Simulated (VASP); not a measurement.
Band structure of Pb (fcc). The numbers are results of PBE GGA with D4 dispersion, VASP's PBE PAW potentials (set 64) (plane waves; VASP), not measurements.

Unless said otherwise, spin-orbit coupling is left out, though it shifts the bands of the heavy elements here.

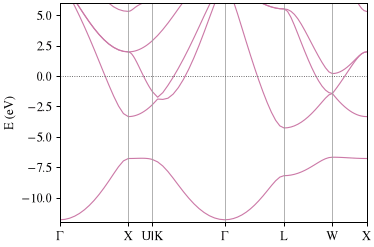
Bands along high-symmetry lines, zero at the valence-band maximum or, without a gap, the Fermi level

Task: Read the plot: is there a gap, and where are the band edges?

Result: It has no gap at this level: it comes out as a metal or semimetal. (Edges off the drawn lines would not show.)

The compound is Pb in the fcc structure. The cell was not relaxed at this level.
